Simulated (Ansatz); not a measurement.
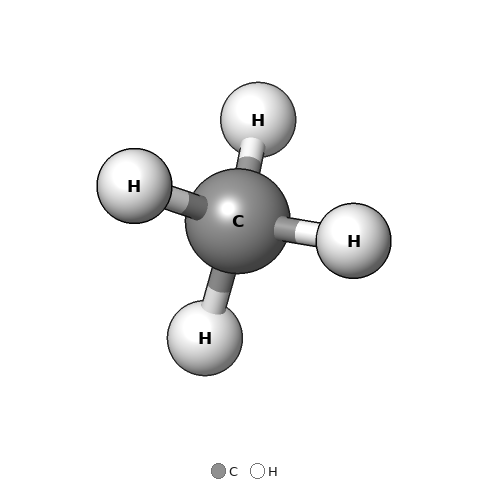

The picture shows a molecular structure as a ball-and-stick model. Every bond is drawn as one stick, whatever its order.

The geometry was computed by an optimisation with PBE0-D4/def2-TZVP.

**Give the formula.**

CH₄, 5 atoms: 1 carbon and 4 hydrogen.

**How many atoms are distinct by symmetry?**

2: 1 C, 4 H.

**Which point group does it belong to?**

Td.

**How many bonds of each kind are drawn?**

4 C–H. Sticks follow a distance rule.

The parts below concern this one geometry. Atoms keep their numbers from picture to picture.

### Geometry

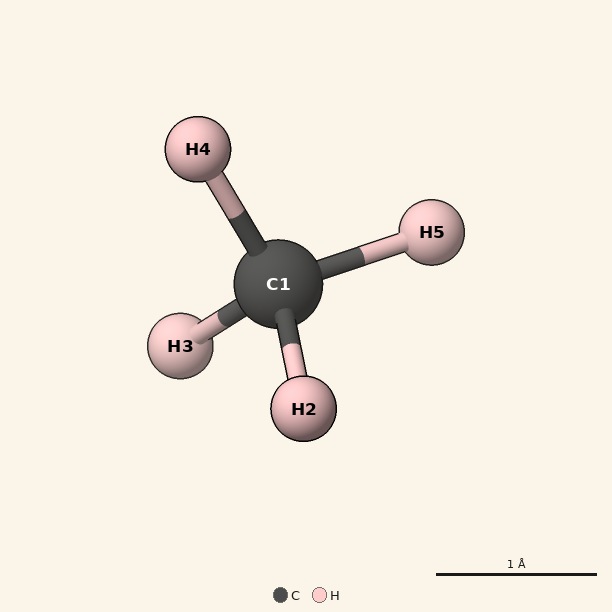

Atoms carry their numbers in the input.

**What is the geometry at C1?**

C1 has 4 neighbours (H2 at 1.09, H3 at 1.09, H4 at 1.09, H5 at 1.09 Å); the arrangement is tetrahedral.

### Electronic properties

Properties computed with RKS PBE0-D4/def2-TZVPP (Ansatz 0.2.0).

What does the calculation give?

- HOMO energy (Kohn–Sham orbital): −10.98 eV
- LUMO energy (Kohn–Sham orbital): 1.70 eV
- HOMO–LUMO gap: 12.68 eV

### Charges

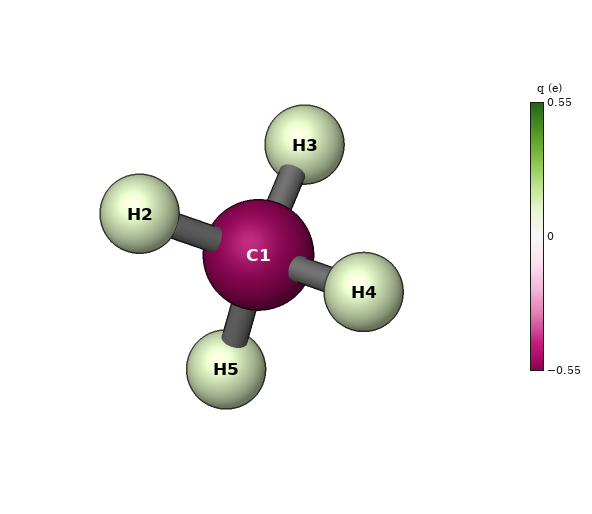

Atoms are coloured by their Mulliken charges. Properties computed with RKS PBE0-D4/def2-TZVP (Ansatz 0.2.0).

Give the Mulliken charges atom by atom.

```
atom  value (e)
  C1      −0.53
  H2       0.13
  H3       0.13
  H4       0.13
  H5       0.13
```

### Vibrations

Harmonic vibrations computed with RKS PBE0-D4/def2-TZVP (Ansatz 0.2.0) at a stationary point of the same level.

**How many vibrational modes are there, and where do they lie?**

9 modes: 1326, 1326, 1326, 1551, 1551, 3047, 3168, 3168, 3168 cm⁻¹.

### Thermal motion

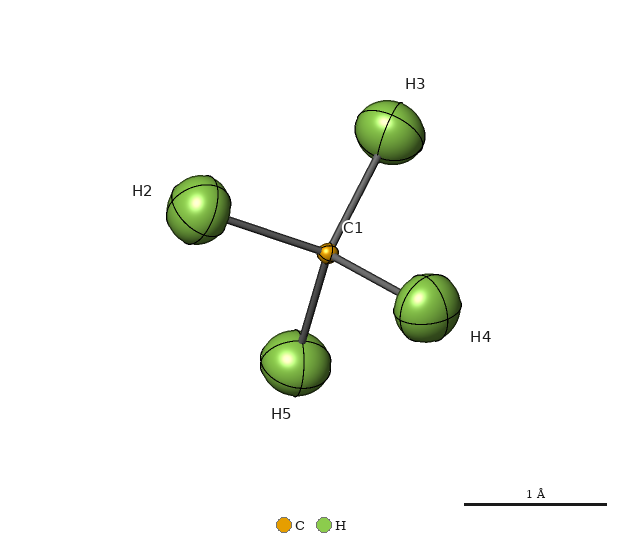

Displacement ellipsoids at the 50 % level, enlarged 2 times, from the internal vibrations of the free molecule (harmonic, no overall translation or rotation; no half-axis is drawn under 0.075 Å). Vibrations computed with RKS PBE0-D4/def2-TZVP (Ansatz 0.2.0). Temperature: 0 K (zero-point motion alone).

**Which atom moves most?**

H2, H3, H4, H5, with U_eq = 0.0061 Å².

List U_eq and the three principal root-mean-square amplitudes for each kind of atom.

```tsv
atom	U_eq (Å²)	rms amplitudes (Å)
C1	0.00021	0.014, 0.014, 0.014
H2, H3, H4, H5	0.0061	0.071, 0.081, 0.081
```

Mulliken values depend strongly on the basis set and can even reverse the polarity of a bond.
